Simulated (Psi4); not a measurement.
# MP3/def2-TZVP run of SiNH5 (SMILES [SiH3]N)

What is the vertical singlet–triplet gap of SiNH5 at MP3/def2-TZVP? 

The calculation is run with Psi4 1.11.

## 1. The structure to begin with

SiNH5: 7 atoms, total charge 0, spin state singlet. As SMILES, `[SiH3]N`. The shape is that of a PBE0-D4/def2-TZVP optimisation.

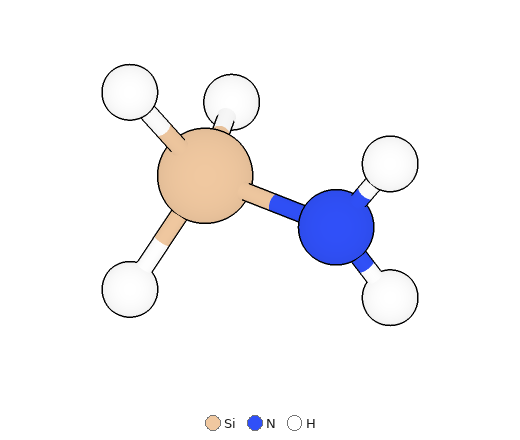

Viewed from a chosen angle; silicon light orange, nitrogen blue, hydrogen white.

## 2. A single-point energy at MP3/def2-TZVP

h5nsi.xyz

```xyz
7
H5NSi
Si    -0.413010    -0.292700    -0.422350
N      0.611760     0.348670     0.801280
H     -0.018320    -1.706330    -0.653330
H     -1.813170    -0.217090     0.068940
H     -0.367930     0.402730    -1.743970
H      0.391580     1.238230     1.219480
H      1.609100     0.226510     0.729930
```

h5nsi_ase.py

```python
import numpy as np
from ase.calculators.psi4 import Psi4
from ase.io import read

mol = read('h5nsi.xyz')
calc = Psi4(atoms=mol, method='mp3', basis='def2-TZVP', memory='2200MB', num_threads=1, charge=0, multiplicity=1, label='psi4-calc', reference='rhf')
calc.psi4.set_options({'puream': True, 'e_convergence': 1e-09, 'd_convergence': 1e-08, 'scf_type': 'pk', 'num_frozen_docc': 6, 'mp_type': 'conv'})
mol.calc = calc

print(f'energy: {mol.get_potential_energy():.6f} eV')
```

Run with:

```sh
$ python h5nsi_ase.py
```

psi4-calc.dat:

```text
[...]
  Running in c1 symmetry.
[...]
  Nuclear repulsion =   64.839844758789525
[...]
  Multiplicity = 1
[...]
  Nalpha       = 13
  Nbeta        = 13
[...]
    Number of basis functions: 98
[...]
   @RHF iter   1:  -346.24172814099097   -5.43308e-01   4.79128e-03 DIIS/ADIIS
[...]
   @RHF iter  10:  -346.34807626167168   -3.83125e-11   9.52819e-09 DIIS
[...]
    Orbital Energies [Eh]
    ---------------------
    Doubly Occupied:
       1A    -68.772605     2A    -15.536074     3A     -6.120314
       4A     -4.227129     5A     -4.227045     6A     -4.226601
       7A     -1.137010     8A     -0.719044     9A     -0.659520
      10A     -0.554373    11A     -0.491240    12A     -0.473225
      13A     -0.401499
[...]
  @RHF Final Energy:  -346.34807626167168
   => Energetics <=
    Nuclear Repulsion Energy =             64.8398447587895248
    One-Electron Energy =                -607.2844842784646744
    Two-Electron Energy =                 196.0965632580034139
    Total Energy =                       -346.3480762616716788
[...]
 Multipole Moments:
 ------------------------------------------------------------------------------------
     Multipole            Electronic (a.u.)      Nuclear  (a.u.)        Total (a.u.)
 ------------------------------------------------------------------------------------
 L = 1.  Multiply by 2.5417464519 to convert [e a0] to [Debye]
 Dipole X            :          0.2348430            0.1220526            0.3568956
 Dipole Y            :          0.1138259            0.2767427            0.3905686
 Dipole Z            :          0.3494502           -0.2689404            0.0805098
 Magnitude           :                                                    0.5351636
[...]
	SCS-MP2 Total Energy (a.u.)        :  -346.69237270247925
	SOS-MP2 Total Energy (a.u.)        :  -346.69656840266236
[...]
	SOS-PI-MP2 Total Energy (a.u.)     :  -346.72337549043090
[...]
	MP2 Total Energy (a.u.)            :  -346.68398130211307
[...]
	SCS-MP3 Total Energy (a.u.)        :  -346.69928833387957
[...]
	MP3 Total Energy (a.u.)            :  -346.71164382771434
[...]
```

On the terminal:

```text
energy: -9434.504379 eV
```

Run time: 9.3 s. Hardware: 1 thread of Intel Xeon Platinum 8488C (Sapphire Rapids), shared host; peak memory 0.99 GiB.

## 3. The triplet at the same level

input.in

```
memory 2200 mb

molecule system {
  0 3
  Si    -0.413010    -0.292700    -0.422350
  N      0.611760     0.348670     0.801280
  H     -0.018320    -1.706330    -0.653330
  H     -1.813170    -0.217090     0.068940
  H     -0.367930     0.402730    -1.743970
  H      0.391580     1.238230     1.219480
  H      1.609100     0.226510     0.729930
  symmetry c1
  no_reorient
  no_com
}

set {
  basis           def2-TZVP
  reference       uhf
  puream          true
  e_convergence   1e-09
  d_convergence   1e-08
  scf_type        pk
  num_frozen_docc 6
  maxiter         100
  mp_type         conv
}

energy_value = energy("mp3")
```

Run with:

```sh
$ psi4 -i input.in -o input.out -n 1
```

input.out:

```text
[...]
  Running in c1 symmetry.
[...]
  Nuclear repulsion =   64.839844758789525
[...]
  Multiplicity = 3
[...]
  Nalpha       = 14
  Nbeta        = 12
[...]
    Number of basis functions: 98
[...]
   @UHF iter   1:  -345.97657749280899   -2.78158e-01   4.31441e-03 ADIIS/DIIS
[...]
   @UHF iter  18:  -346.14211920630032   -1.67120e-11   7.92030e-09 DIIS
[...]
   @S^2 Observed:                2.010127080E+00
[...]
    Orbital Energies [Eh]
    ---------------------
    Alpha Occupied:
       1A    -68.808314     2A    -15.707315     3A     -6.158457
       4A     -4.267115     5A     -4.264182     6A     -4.263965
       7A     -1.327746     8A     -0.805745     9A     -0.787682
      10A     -0.682530    11A     -0.637946    12A     -0.497251
      13A     -0.493730    14A     -0.124444
    Alpha Virtual:
      15A      0.116980    16A      0.122257    17A      0.146700
      18A      0.162463    19A      0.174675    20A      0.263795
      21A      0.277465    22A      0.314494    23A      0.322970
      24A      0.338561    25A      0.370138    26A      0.387630
[...]
  @UHF Final Energy:  -346.14211920630032
   => Energetics <=
    Nuclear Repulsion Energy =             64.8398447587895248
    One-Electron Energy =                -605.3873449960569815
    Two-Electron Energy =                 194.4053810309671917
    Total Energy =                       -346.1421192063003218
  UHF NO Occupations:
  HONO-2 :   12  A 1.9971264
  HONO-1 :   13  A 1.0000000
[...]
 Multipole Moments:
 ------------------------------------------------------------------------------------
     Multipole            Electronic (a.u.)      Nuclear  (a.u.)        Total (a.u.)
 ------------------------------------------------------------------------------------
 L = 1.  Multiply by 2.5417464519 to convert [e a0] to [Debye]
 Dipole X            :          3.1496164           -3.2098132           -0.0601968
 Dipole Y            :          3.1037185           -3.2372142           -0.1334958
 Dipole Z            :          1.4159279           -1.2904751            0.1254528
 Magnitude           :                                                    0.1928294
[...]
	SCS-MP2 Total Energy (a.u.)        :  -346.45162434464686
	SOS-MP2 Total Energy (a.u.)        :  -346.45427855735323
[...]
	SOS-PI-MP2 Total Energy (a.u.)     :  -346.47829081512657
[...]
	MP2 Total Energy (a.u.)            :  -346.44631591923394
[...]
	SCS-MP3 Total Energy (a.u.)        :  -346.46031130861053
[...]
	MP3 Total Energy (a.u.)            :  -346.48106377508861
[...]
```

Wall time 19 s (1 thread of Intel Xeon Platinum 8488C (Sapphire Rapids), shared host); peak memory 1.1 GiB.

## 4. Outcome

Level: MP3/def2-TZVP, 6 core orbitals frozen.

| quantity | value |
| --- | --- |
| singlet: total energy | -346.71164 Eh |
| singlet: HOMO energy (Hartree–Fock orbitals) | -10.93 eV |
| singlet: LUMO energy (Hartree–Fock orbitals) | 3.05 eV |
| singlet: HOMO–LUMO gap (Hartree–Fock orbitals) | 13.98 eV |
| singlet: correlation energy (6 core orbitals frozen) | -363.6 mEh |
| triplet: total energy | -346.48106 Eh |
| triplet: HOMO energy (Hartree–Fock orbitals) (highest over α and β) | -3.39 eV |
| triplet: LUMO energy (Hartree–Fock orbitals) (lowest over α and β) | -0.62 eV |
| triplet: correlation energy (6 core orbitals frozen) | -338.9 mEh |
| triplet: ⟨S²⟩ of the reference determinant | 2.010 |
| vertical energy of the triplet above the singlet | 6.274 eV |

**Reading.** At this shape the triplet lies 6.27 eV (145 kcal/mol) above the singlet.
